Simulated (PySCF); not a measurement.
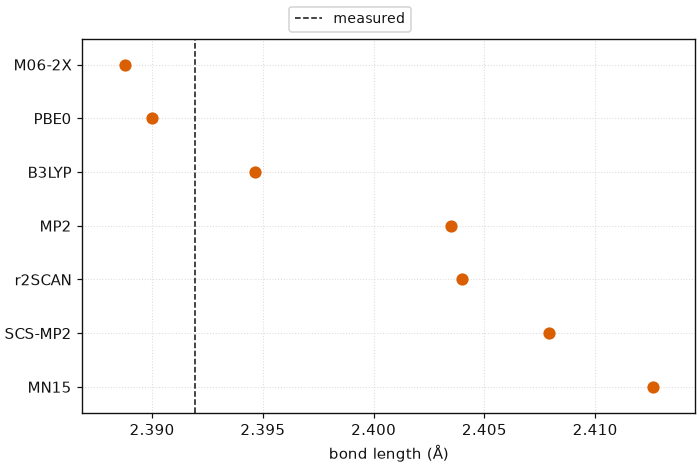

Bond length of LiI, singlet at several levels, def2-TZVPP (ECP), PySCF 2.14.0, no spin-orbit coupling, from fits to the bond curves (references: RHF and UKS, as the method has it). The measured value is Huber and Herzberg's. Correlated wave-function values are in the same finite basis, not at its limit.

**What range do the values span, the line included?**

From 2.389 Å (M06-2X) to 2.413 Å (MN15).

**Which level comes closest to the line (measured), and which misses most?**

Closest PBE0 (2.390 Å), against 2.392 Å; farthest MN15 (2.413 Å).

Note: spin-orbit coupling is left out; it can lower the fragment I more than the molecule, and De with it.
